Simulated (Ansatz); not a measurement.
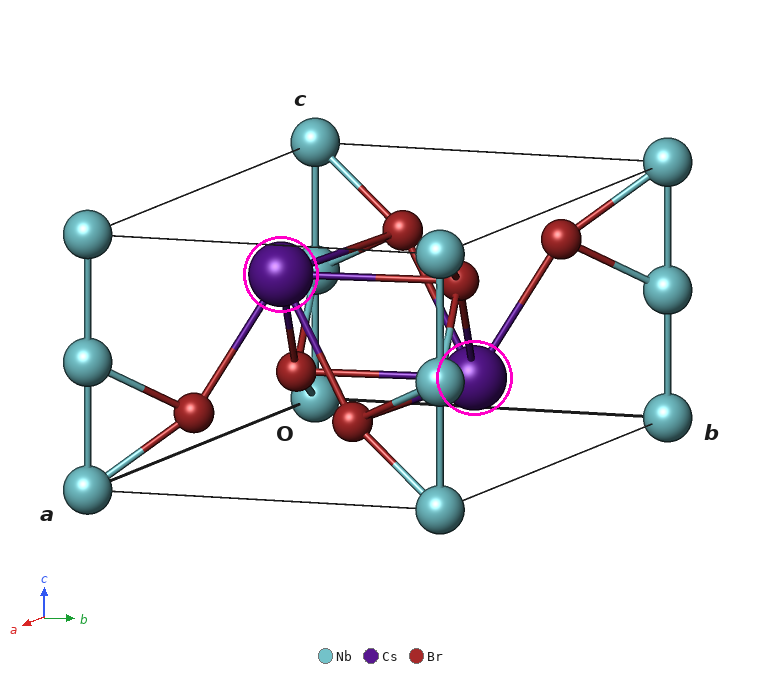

For CsNbBr3, coordinates from a relaxation (final pressure about 20 GPa) with DFT, PAW plane waves, pbe (Ansatz 0.2.0); the starting structure was generated, so it need not be a known form of this composition: one unit cell; the ringed atoms, with their copies on corners, edges and faces, form one crystallographic orbit. All values are computed from the atomic coordinates in the standard setting (tolerance 0.002 Å).

a = 6.984 Å, b = 6.984 Å, c = 5.298 Å, α = 90.00°, β = 90.00°, γ = 120.00°; space group No. 194, P6_3/mmc.

Which Wyckoff position do the ringed atoms fill?

Cs on 2c, site symmetry -6m2: 24 operations a cell over 12 that keep the site give 2 atoms, with 0 free parameters.

List their coordinates.

(1/3, 2/3, 1/4); (2/3, 1/3, 3/4).
